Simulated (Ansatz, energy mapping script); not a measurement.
# EuMg2Bi2: exchange couplings from total energies

How strongly do the moments of EuMg2Bi2 couple under LDA+U (3 eV)? The plan is to run several orders and fit a Heisenberg model.

Program: Ansatz 0.2.0. Level of theory: LDA with U = 3 eV on Eu f, ortho-atomic projectors; plane waves, U on orthogonalised atomic orbitals unless named otherwise, collinear spin, no spin–orbit coupling. Results are calculated unless marked as measured.

## Step 1: Starting point

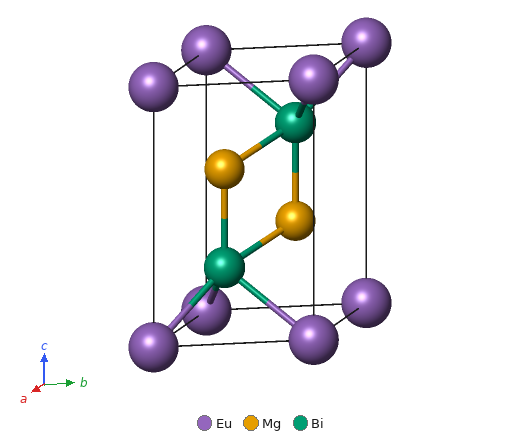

The starting structure, seen slightly off an axis (europium purple, magnesium orange, bismuth teal). Bonds to atoms that aren't drawn are left out. Some periodic images of atoms are drawn too.

Coordinates:

```cif
data_structure
_symmetry_space_group_name_H-M 'P 1'
_symmetry_Int_Tables_number 1
_cell_length_a 4.7716
_cell_length_b 4.7716
_cell_length_c 7.8365
_cell_angle_alpha 90.000
_cell_angle_beta 90.000
_cell_angle_gamma 120.000
_cell_volume 154.52
loop_
_atom_site_label
_atom_site_type_symbol
_atom_site_fract_x
_atom_site_fract_y
_atom_site_fract_z
_atom_site_occupancy
Eu1 Eu 0.00000 0.00000 0.00000 1
Mg2 Mg 0.66667 0.33333 0.62760 1
Mg3 Mg 0.33333 0.66667 0.37240 1
Bi4 Bi 0.66667 0.33333 0.24992 1
Bi5 Bi 0.33333 0.66667 0.75008 1
```

The U corrects the self-interaction that lets semilocal functionals spread d and f electrons too far. Its value here is typed, not computed.

## Step 2: Seed run in the crystal's own cell

A corrected shell can settle in several orbital fillings. One parallel run, with an occupation width a fifth wider than the orders use, therefore is to supply the occupation matrices. All orders start from them.

input.yaml reads:

```yaml
crystal:
  lattice:
    - [4.7716, 0.0, 0.0]
    - [-2.3858, 4.132326817, 0.0]
    - [0.0, 0.0, 7.8365]
  atoms:
    - { symbol: Eu, position: [0.0, 0.0, 0.0], spin: 7.0 }
    - { symbol: Mg, position: [0.666666667, 0.333333333, 0.6276] }
    - { symbol: Mg, position: [0.333333333, 0.666666667, 0.3724] }
    - { symbol: Bi, position: [0.666666667, 0.333333333, 0.24992] }
    - { symbol: Bi, position: [0.333333333, 0.666666667, 0.75008] }
magnetization:
  spin_polarized: true
kpoints:
  mp_grid: { grid: [7, 7, 4] }
hamiltonian:
  xc: lda
  hubbard:
    sites: [{ species: Eu, l: f, u_eff: 3.0 }]
    projectors: ortho-atomic
scf:
  occupations: { method: fermi_dirac, width: 0.12 }
output:
  eigenvalues: true
```

The run is started by

```
ansatz run input.yaml --threads 4 --pin off --max-ram 8192MiB --backend cpu --events-out ev --progress --plain --runs-dir out
```

Numbers of over 12 decimals in the logs are rounded to 6 here.

What it wrote:

```text
Engine: ansatz 0.2.0, aarch64-unknown-linux-gnu
Pseudopotentials: kind: paw
Pseudopotential: Eu, paw, valence charge 17, recommended cutoff 420 eV (normal), Eu.paw.azcp
Pseudopotential: Mg, paw, valence charge 10, recommended cutoff 420 eV (normal), Mg.paw.azcp
Pseudopotential: Bi, paw, valence charge 15, recommended cutoff 420 eV (normal), Bi.paw.azcp
Functional definition: SPW92
  exchange = slater_x
  correlation = pw_c
Crystal: 5 atoms, lattice volume = 154.519 Å³
Basis set: ecut = 420 eV, 3009 PW (Γ)
Bands: 47, of which v1, the nominal top of the filled ones, is band 34 counted from 1 (33 counted from 0)
Symmetry: 12 space group operations
Space group: P-3m1 (ITA 164), of the structure as read, at distance tolerance 5.4e-5 Å
Magnetic group: BNS 164.85 (UNI 1315), of the structure as read, at distance tolerance 5.4e-5 Å
k-points: 28 of 196
Non-local potential: Eu, projectors of the file, l = 0: 3, l = 1: 2, l = 2: 2, l = 3: 3
Non-local potential: Mg, projectors of the file, l = 0: 3, l = 1: 2, l = 2: 1
Non-local potential: Bi, projectors of the file, l = 0: 2, l = 1: 2, l = 2: 2, l = 3: 2
PAW form: soft (Blöchl's): semilocal exchange-correlation on the pseudo side does not see the compensation charge
PAW frozen core: Eu, regenerated for the run's functional, and the local potential with it (the file was generated under x = pbe(κ = 0.804, μ = 0.219515), c = pbe(β = 0.066725))
PAW frozen core: Mg, regenerated for the run's functional, and the local potential with it (the file was generated under x = pbe(κ = 0.804, μ = 0.219515), c = pbe(β = 0.066725))
PAW frozen core: Bi, regenerated for the run's functional, and the local potential with it (the file was generated under x = pbe(κ = 0.804, μ = 0.219515), c = pbe(β = 0.066725))
PAW one-centre angular grid: Eu, 590 points (default); XC on 64 Gauss nodes
PAW one-centre angular grid: Mg, 110 points (default); XC on 64 Gauss nodes
PAW one-centre angular grid: Bi, 590 points (default); XC on 64 Gauss nodes
Initial density: superposition of atomic densities (chi_scale 0.1, normalization cell, long waves kept (reshape's long-wave potential 0.09 eV rms))
Initial wavefunctions: pseudopotential atomic-orbital guess
Functional: x = slater, c = lda
SCF iter   1: F=—  HF=-36542.666971 eV  |F-HF|=—  |Δ(HF+E_count)|=         —  Δρ=3.65e-2 (↑3.65e-2 ↓2.37e-2)  dr2=3.13e0  dr2_m=5.58e-1  M=6.935 μB ∫|m|=7.083 μB  β_m=0.30  ethr=3.10e-3  ⟨swp⟩=6.7  Hψ=10340  notcnv=0  defer=16
preconditioner: auto → Kerker (q_TF=auto, 2.374 Å⁻¹)  [metal: Δε(μ)=0.062 eV  Ē_g=7.575 eV  σ=0.120 eV  W_gap=0.13  n_scr=34 (ndim 8)  ℏωp=14.3 eV  f_vac=0.008  D(μ)=0.71/eV (n_scr^D=2)]
[...]
SCF iter   4: F=—  HF=-36543.498864 eV  |F-HF|=—  |Δ(HF+E_count)|=   1.42e-5  Δρ=3.86e-5 (↑3.22e-5 ↓3.86e-5)  dr2=7.91e-5  dr2_m=1.58e-7  M=6.997 μB ∫|m|=7.182 μB  β_m=0.66  ethr=1.38e-7  ⟨swp⟩=1.5  Hψ=2781  notcnv=0
SCF iter   5: F=—  HF=-36543.498849 eV  |F-HF|=—  |Δ(HF+E_count)|=   1.46e-5  Δρ=1.80e-5 (↑1.80e-5 ↓1.10e-5)  dr2=4.14e-6  dr2_m=4.37e-8  M=6.997 μB ∫|m|=7.183 μB  β_m=0.83  ethr=1.18e-7  ⟨swp⟩=1.9  Hψ=2944  notcnv=0
SCF iter   6: F=—  HF=-36543.498849 eV  |F-HF|=—  |Δ(HF+E_count)|=   7.14e-7  Δρ=8.72e-6 (↑8.72e-6 ↓3.88e-6)  dr2=3.71e-7  dr2_m=2.78e-8  M=6.997 μB ∫|m|=7.183 μB  β_m=0.92  ethr=6.18e-9  ⟨swp⟩=2.2  Hψ=3200  notcnv=0
SCF iter   7: F=—  HF=-36543.498849 eV  |F-HF|=—  |Δ(HF+E_count)|=  6.98e-10  Δρ=4.26e-6 (↑4.26e-6 ↓2.16e-6)  dr2=1.20e-7  dr2_m=4.51e-9  M=6.997 μB ∫|m|=7.183 μB  β_m=0.96  ethr=5.53e-10  ⟨swp⟩=1.6  Hψ=2881  notcnv=0
SCF iter   8: F=-36543.498849 eV  HF=-36543.498849 eV  |F-HF|=2.51e-9  |Δ(HF+E_count)|=   4.55e-9  Δρ=1.35e-6 (↑1.35e-6 ↓8.96e-7)  dr2=1.05e-8  dr2_m=3.63e-10  M=6.997 μB ∫|m|=7.183 μB  ethr=1.49e-10  ⟨swp⟩=4.7  Hψ=6939  notcnv=0
SCF 1 converged in 8 iterations: F = -36543.498849 eV  dr2 = 1.05e-8
[...]
SCF converged after 16 iterations (8 of them in the search for the orbital order of the open f shells)
Magnetization: 6.9970 μB (36.9985 up, 30.0015 down)
Absolute magnetization: 7.1835 μB (∫|ρ↑−ρ↓|, with the PAW one-centre terms)
Spin contamination: 0.0198 ħ² per cell (⟨S²⟩ above its minimum at these occupations)
Per-site moments (μB) at R_I (Å): [(6.937088, 1.394293), (-0.00786893, 1.203386), (-0.00786893, 1.203386), (-0.018769, 1.203386), (-0.018769, 1.203386)]
Free energy (F): -36543.498849 eV
Harris-Foulkes:  -36543.498849 eV  (|F-HF|=2.51e-9)
Internal energy: -36543.486608 eV  (E = F + TS)
E sigma→0 (E₀):  -36543.492728 eV
Entropy (-TS):   -0.012241 eV (-2.448 meV/atom)
Fermi energy:    8.416231 eV
--- Per-component energies (eV) ---
  E_band       = -975.254332
  E_kinetic    = 1111.832603
  E_local      = -8681.251535  (includes V_loc(G=0)·N_el)
  E_nonlocal   = 1803.114321
  E_hartree    = 3117.983326
  E_xc         = -531.793514
  E_vxc        = -563.891795  (∫ρ·V_xc dr)
  E_hubbard    = 0.086053  (on-site DFT+U / exact-exchange correction)
  E_vhub       = -10.269456  (the Hubbard potential's part of the band-sum identity)
  E_paw        = -27443.469201  (= ΣΔE_a)
  E_vpaw       = -870.756172  (= ΣTr[D̂ρ^β])
  E_aug_tail   = -0.001053  (compensation charges beyond the density's cutoff)
  E_ewald      = -5921.413687
  E_core_change = 1.426077  (= ΣΔE_core)
  E_smearing   = -0.012241  (= −TS)
  E_closure    = -0.000000  (closes the sum)
  Σ components = -36543.498849   (vs F -36543.498849, Δ=0.00e0)
--- Band table (eV; the first three rows and the last of 56) ---
  k-point 0 ↑: bands = [... 30 lower, 7.3106, 7.3503, 7.3503, 7.3907, 8.3191, 8.3191, 8.3446, 8.4688, ... 9 higher]
  k-point 1 ↑: bands = [... 30 lower, 7.3050, 7.3514, 7.3514, 7.3908, 7.4954, 8.1063, 8.1063, 8.9899, ... 9 higher]
  k-point 2 ↑: bands = [... 30 lower, 7.3035, 7.3522, 7.3522, 7.3908, 7.4182, 7.8997, 7.8997, 8.9331, ... 9 higher]
  k-point 27 ↓: bands = [... 30 lower, 9.8612, 9.9177, 11.3164, 11.5232, 11.8718, 12.2877, 12.4203, 12.8432, ... 9 higher]
Occupation matrices written to <dir>
```

The job ended after 41 s (4 threads of Arm Neoverse N1, shared host; peak memory 0.66 GiB).

Read from the output:

* final state: ferromagnetic
* electrons in the corrected shells: 6.961 e
* largest moment: 6.937 μB

## Step 3: Parallel start in cell A (10 atoms)

The parallel order is the zero of energy for this cell and mesh.

input.yaml reads:

```yaml
crystal:
  lattice:
    - [-4.7716, 0.0, 0.0]
    - [0.0, 8.264653634, 0.0]
    - [2.3858, -4.132326817, -7.8365]
  atoms:
    - { symbol: Eu, position: [0.0, 0.0, 0.0], spin: 7.0 }
    - { symbol: Eu, position: [0.5, 0.5, 0.0], spin: 7.0 }
    - { symbol: Mg, position: [0.186199999, 0.852866666, 0.3724] }
    - { symbol: Mg, position: [0.6862, 0.352866667, 0.3724] }
    - { symbol: Mg, position: [0.8138, 0.147133334, 0.6276] }
    - { symbol: Mg, position: [0.3138, 0.647133333, 0.6276] }
    - { symbol: Bi, position: [0.37504, 0.041706666, 0.75008] }
    - { symbol: Bi, position: [0.87504, 0.541706667, 0.75008] }
    - { symbol: Bi, position: [0.62496, 0.958293334, 0.24992] }
    - { symbol: Bi, position: [0.12496, 0.458293333, 0.24992] }
magnetization:
  spin_polarized: true
kpoints:
  mp_grid: { grid: [6, 4, 6] }
hamiltonian:
  xc: lda
  hubbard:
    sites:
      - { species: Eu, l: f, u_eff: 3.0 }
      - { site: 0, l: f, u_eff: 3.0, starting_ns: [{ spin: up, occupation_matrix: eu1_major }, { spin: down, occupation_matrix: eu1_minor }] }
      - { site: 1, l: f, u_eff: 3.0, starting_ns: [{ spin: up, occupation_matrix: eu1_major }, { spin: down, occupation_matrix: eu1_minor }] }
    projectors: ortho-atomic
    occupation_matrices:
      eu1_major:
        matrix:
          - [0.994, 0.0, 0.0, 0.0, 0.0, 0.0, -0.001]
          - [0.0, 0.993, 0.0, 0.0, 0.002, 0.0, 0.0]
          - [0.0, 0.0, 0.993, 0.002, 0.0, 0.0, 0.0]
          - [0.0, 0.0, 0.002, 0.992, 0.0, 0.0, 0.0]
          - [0.0, 0.002, 0.0, 0.0, 0.992, 0.0, 0.0]
          - [0.0, 0.0, 0.0, 0.0, 0.0, 0.995, 0.0]
          - [-0.001, 0.0, 0.0, 0.0, 0.0, 0.0, 0.992]
      eu1_minor:
        matrix:
          - [0.002, 0.0, 0.0, 0.0, 0.0, 0.0, 0.001]
          - [0.0, 0.001, 0.0, 0.0, 0.0, 0.0, 0.0]
          - [0.0, 0.0, 0.001, 0.0, 0.0, 0.0, 0.0]
          - [0.0, 0.0, 0.0, 0.002, 0.0, 0.0, 0.0]
          - [0.0, 0.0, 0.0, 0.0, 0.002, 0.0, 0.0]
          - [0.0, 0.0, 0.0, 0.0, 0.0, 0.001, 0.0]
          - [0.001, 0.0, 0.0, 0.0, 0.0, 0.0, 0.002]
scf:
  occupations: { method: fermi_dirac, width: 0.1 }
output:
  eigenvalues: true
```

What it wrote:

```text
[...]
Crystal: 10 atoms, lattice volume = 309.037 Å³
Basis set: ecut = 420 eV, 6025 PW (Γ)
Bands: 89, of which v1, the nominal top of the filled ones, is band 67 counted from 1 (66 counted from 0)
Symmetry: 8 space group operations
[...]
k-points: 47 of 144
[...]
Starting moments: Σ|m| = 14 μB on 2 of 10 sites
[...]
SCF iter   1: F=—  HF=-73085.584788 eV  |F-HF|=—  |Δ(HF+E_count)|=         —  Δρ=1.69e-1 (↑1.69e-1 ↓1.24e-1)  dr2=1.15e1  dr2_m=6.01e1  M=14.015 μB ∫|m|=15.085 μB  β_m=1.00  ethr=3.10e-3  ⟨swp⟩=6.5  Hψ=30541  notcnv=0
[...]
spin=Collinear: Resta preconditioning applied to the charge; magnetization (m = ρ↑ − ρ↓) channel mixes plain (no charge-response kernel on spin).
SCF iter   2: F=—  HF=-73070.819395 eV  |F-HF|=—  |Δ(HF+E_count)|=    1.48e1  Δρ=3.01e-2 (↑3.01e-2 ↓1.38e-2)  dr2=3.22e0  dr2_m=1.08e0  M=14.001 μB ∫|m|=14.645 μB  β_m=1.00  ethr=3.10e-3  ⟨swp⟩=3.7  Hψ=21854  notcnv=0  defer=73
[...]
SCF iter   5: F=—  HF=-73084.807513 eV  |F-HF|=—  |Δ(HF+E_count)|=    3.78e0  Δρ=3.32e-3 (↑1.15e-3 ↓3.32e-3)  dr2=2.54e-2  dr2_m=1.15e-2  M=13.998 μB ∫|m|=14.400 μB  β_m=0.30  ethr=5.76e-5  ⟨swp⟩=2.1  Hψ=13986  notcnv=0  defer=672
[...]
spin-set hold released at iteration 5 (site moments contracting): the magnetisation degrees of freedom join the quasi-Newton model from the next iteration; the mixer history was flushed
SCF iter   6: F=—  HF=-73085.982381 eV  |F-HF|=—  |Δ(HF+E_count)|=    1.17e0  Δρ=3.09e-3 (↑1.95e-3 ↓3.09e-3)  dr2=9.29e-3  dr2_m=1.69e-2  M=13.997 μB ∫|m|=14.383 μB  β_m=0.61  ethr=1.90e-5  ⟨swp⟩=2.2  Hψ=13264  notcnv=0  defer=672
[...]
SCF iter  13: F=-73086.996785 eV  HF=-73086.996785 eV  |F-HF|=1.73e-9  |Δ(HF+E_count)|=   8.22e-9  Δρ=1.65e-6 (↑1.65e-6 ↓6.34e-7)  dr2=7.64e-9  dr2_m=2.00e-9  M=13.997 μB ∫|m|=14.366 μB  ethr=7.46e-11  ⟨swp⟩=14.1  Hψ=35913  notcnv=0
SCF 1 converged in 13 iterations: F = -73086.996785 eV  dr2 = 7.64e-9
[...]
SCF converged after 13 iterations
Magnetization: 13.9968 μB (73.9984 up, 60.0016 down)
Absolute magnetization: 14.3676 μB (∫|ρ↑−ρ↓|, with the PAW one-centre terms)
[...]
Per-site moments (μB) at R_I (Å): [(6.938253, 1.394293), (6.938253, 1.394293), (-0.00791474, 1.203386), (-0.00791474, 1.203386), (-0.00791474, 1.203386), (-0.00791474, 1.203386), (-0.018516, 1.203386), (-0.018516, 1.203386), (-0.018516, 1.203386), (-0.018516, 1.203386)]
Free energy (F): -73086.996785 eV
[...]
Internal energy: -73086.985691 eV  (E = F + TS)
E sigma→0 (E₀):  -73086.991238 eV
Entropy (-TS):   -0.011094 eV (-1.109 meV/atom)
Fermi energy:    8.421467 eV
[...]
--- Specified on-site occupations, and those of the state reported ---
  electrons in the specified blocks: 13.9240 specified, 13.9253 found
  site 0 (l=f) ↓: largest change of an orbital's occupation 0.0010; electrons 0.0110 specified, 0.0094 found; spectral distance 0.0012
[...]
site 1 (l=f) ↑: largest change of an orbital's occupation 0.0007; electrons 6.9510 specified, 6.9533 found; spectral distance 0.0011
[...]
--- Band table (eV; the first three rows and the last of 94) ---
  k-point 0 ↑: bands = [... 63 lower, 7.3599, 7.3601, 7.3690, 7.3707, 7.3818, 7.4005, 7.6154, 7.6846, ... 18 higher]
  k-point 1 ↑: bands = [... 63 lower, 7.3605, 7.3607, 7.3690, 7.3707, 7.3805, 7.4005, 7.5084, 7.6353, ... 18 higher]
  k-point 2 ↑: bands = [... 63 lower, 7.3614, 7.3616, 7.3690, 7.3707, 7.3740, 7.4006, 7.4196, 7.4507, ... 18 higher]
  k-point 46 ↓: bands = [... 63 lower, 10.0055, 10.1696, 10.8429, 10.8970, 11.2908, 11.6355, 11.9577, 12.3247, ... 18 higher]
Occupation matrices written to <dir>
```

Wall time 1.9 min (4 threads); peak memory 2.3 GiB; 7 min of CPU time.

Spin moment in the sphere by atom:

```tsv
atom	spin moment in the sphere (μB)
Eu1	6.94
Eu2	6.94
Mg3	-0.01
Mg4	-0.01
Mg5	-0.01
Mg6	-0.01
Bi7	-0.02
Bi8	-0.02
Bi9	-0.02
Bi10	-0.02
```

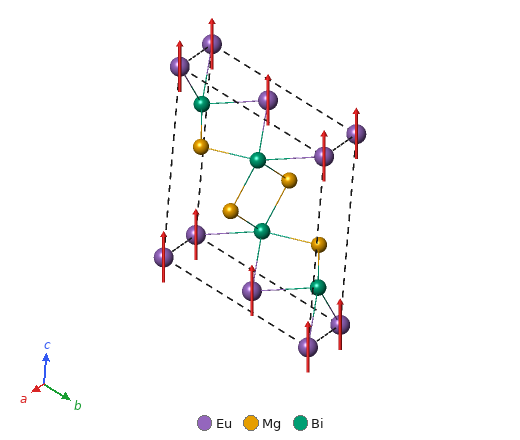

Spin moment in the sphere as arrows, the longest 6.94 μB. Up and down stand for the sign. Arrows give size and sign along the axis of quantisation, drawn up and down the page. Bonds to atoms that aren't drawn are left out. Some periodic images of atoms are drawn too.

The run ends ferromagnetic.

## Step 4: Compensated +− start in cell A (10 atoms)

This order reverses 4 of the 6 neighbours at 4.77 Å, counted for an average magnetic atom.

Edit input.yaml of step 3 so:

```diff
@@ -7,3 +7,3 @@
     - { symbol: Eu, position: [0.0, 0.0, 0.0], spin: 7.0 }
-    - { symbol: Eu, position: [0.5, 0.5, 0.0], spin: 7.0 }
+    - { symbol: Eu, position: [0.5, 0.5, 0.0], spin: -7.0 }
     - { symbol: Mg, position: [0.186199999, 0.852866666, 0.3724] }
@@ -26,3 +26,3 @@
       - { site: 0, l: f, u_eff: 3.0, starting_ns: [{ spin: up, occupation_matrix: eu1_major }, { spin: down, occupation_matrix: eu1_minor }] }
-      - { site: 1, l: f, u_eff: 3.0, starting_ns: [{ spin: up, occupation_matrix: eu1_major }, { spin: down, occupation_matrix: eu1_minor }] }
+      - { site: 1, l: f, u_eff: 3.0, starting_ns: [{ spin: up, occupation_matrix: eu1_minor }, { spin: down, occupation_matrix: eu1_major }] }
     projectors: ortho-atomic
```

What it wrote:

```text
[...]
Crystal: 10 atoms, lattice volume = 309.037 Å³
Basis set: ecut = 420 eV, 6025 PW (Γ)
Bands: 89, of which v1, the nominal top of the filled ones, is band 67 counted from 1 (66 counted from 0)
Symmetry: 4 space group operations
[...]
k-points: 47 of 144
[...]
Starting moments: Σ|m| = 14 μB on 2 of 10 sites
Starting magnetic order: antiferromagnet; a translation exchanges its spin sublattices: spin-degenerate at every k-point
[...]
WARN: the translation (0.5, 0.5, 0) carries every atom to within crystal.symmetry.tolerance of an atom of its element with the starting moment reversed, but both spin channels are solved: site 5 translated lies 1.00e-9 (fractional; 8.26e-9 Å) from site 4 (counted from 0 in this solve's list of atoms, which can differ from the deck's where the deck declares a space group, asks for a supercell or sets defects), and one [...]
SCF iter   1: F=—  HF=-73085.666793 eV  |F-HF|=—  |Δ(HF+E_count)|=         —  Δρ=1.48e-1 (↑1.48e-1 ↓1.48e-1)  dr2=1.16e1  dr2_m=6.02e1  M=-0.000 μB ∫|m|=14.948 μB  β_m=1.00  ethr=3.10e-3  ⟨swp⟩=6.6  Hψ=31459  notcnv=0  defer=2
[...]
SCF iter  12: F=-73086.993133 eV  HF=-73086.993133 eV  |F-HF|=3.90e-9  |Δ(HF+E_count)|=   2.48e-8  Δρ=2.39e-6 (↑2.39e-6 ↓2.39e-6)  dr2=8.42e-8  dr2_m=3.09e-9  M=0.000 μB ∫|m|=14.303 μB  ethr=7.46e-11  ⟨swp⟩=15.7  Hψ=47615  notcnv=0
SCF 1 converged in 12 iterations: F = -73086.993133 eV  dr2 = 8.42e-8
[...]
SCF converged after 12 iterations
Magnetization: 0.0000 μB (67.0000 up, 67.0000 down)
Absolute magnetization: 14.3037 μB (∫|ρ↑−ρ↓|, with the PAW one-centre terms)
[...]
Per-site moments (μB) at R_I (Å): [(6.939815, 1.394293), (-6.939815, 1.394293), (-0.00518907, 1.203386), (0.00518908, 1.203386), (-0.00518907, 1.203386), (0.00518908, 1.203386), (-0.00667799, 1.203386), (0.00667799, 1.203386), (-0.00667799, 1.203386), (0.00667799, 1.203386)]
Free energy (F): -73086.993133 eV
[...]
Internal energy: -73086.983475 eV  (E = F + TS)
E sigma→0 (E₀):  -73086.988304 eV
Entropy (-TS):   -0.009658 eV (-0.966 meV/atom)
Fermi energy:    8.414096 eV
[...]
--- Specified on-site occupations, and those of the state reported ---
  electrons in the specified blocks: 13.9240 specified, 13.9289 found
[...]
--- Band table (eV; the first three rows and the last of 94) ---
  k-point 0 ↑: bands = [... 63 lower, 7.5565, 8.1815, 8.1931, 8.2272, 8.5262, 9.0448, 9.0462, 9.4474, ... 18 higher]
  k-point 1 ↑: bands = [... 63 lower, 7.5197, 7.5828, 8.0786, 8.0888, 8.8874, 9.0192, 9.2989, 9.6146, ... 18 higher]
  k-point 2 ↑: bands = [... 63 lower, 7.4292, 7.4580, 7.8730, 7.8824, 8.7513, 9.0087, 9.7322, 9.9387, ... 18 higher]
  k-point 46 ↓: bands = [... 63 lower, 7.4074, 7.4598, 7.4730, 7.5340, 8.7648, 8.9026, 9.6017, 9.9345, ... 18 higher]
Occupation matrices written to <dir>
```

Elapsed: 2 min, on 4 threads; peak memory 2.4 GiB.

Spin moment in the sphere by atom:

```tsv
atom	spin moment in the sphere (μB)
Eu1	6.94
Eu2	-6.94
Mg3	-0.01
Mg4	0.01
Mg5	-0.01
Mg6	0.01
Bi7	-0.01
Bi8	0.01
Bi9	-0.01
Bi10	0.01
```

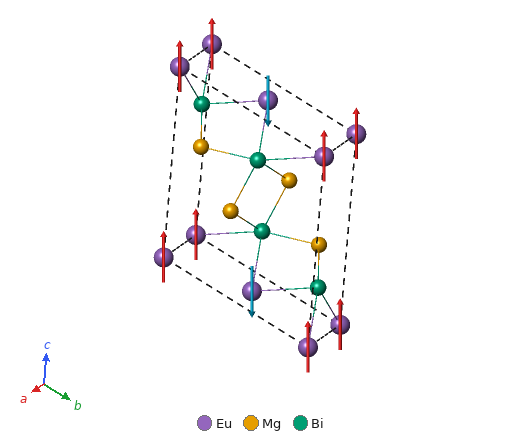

Spin moment in the sphere as arrows, the longest 6.94 μB. Up and down stand for the sign. Arrows give size and sign along the axis of quantisation, drawn up and down the page. The two directions have two colours. Bonds to atoms that aren't drawn are left out. Some periodic images of atoms are drawn too.

The run ends antiferromagnetic, 1.47 meV a magnetic atom above the parallel order of its cell (energies taken at zero occupation width, not the printed F).

(Part 1 of 2 ends here.)

[Logs and program files are shortened in this print: banners, set-up blocks, solver, clock and traceback lines can be left out without a mark of their own.]

[Logs are printed without paths, hosts, clocks, repeated set-up lines and the standing remarks that a program may print on its own settings, such as how far it seeks lower states.]

[Hosts, paths, dates, database ids (printed as entryN), source tags and the programs' standing remarks are cut or masked in the printed files.]

[Where a cell is said to come from a database of computed structures, the database is the Materials Project.]
